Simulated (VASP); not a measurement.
Band structure of CsI (CsCl type). All values below come from TPSS meta-GGA, VASP's PBE PAW potentials (set 64) (plane waves; VASP).

Unless said otherwise, spin-orbit coupling is left out, though it shifts the bands of the heavy elements here.

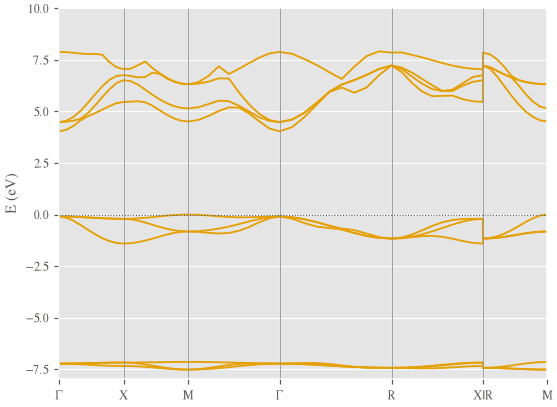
*Bands along high-symmetry lines, zero at the valence-band maximum or, without a gap, the Fermi level*

Q: Read the plot: is there a gap, and where are the band edges?

A: The gap is indirect, 4.04 eV, from the valence maximum at M to the conduction minimum at Γ.

Measured: gap 6.20 eV (computed value off by -2.16 eV), as given by Aguado et al., (1998), arXiv:cond-mat/9809176.

The compound is CsI in the CsCl type structure. It was relaxed first, which changed the volume by +6 %.
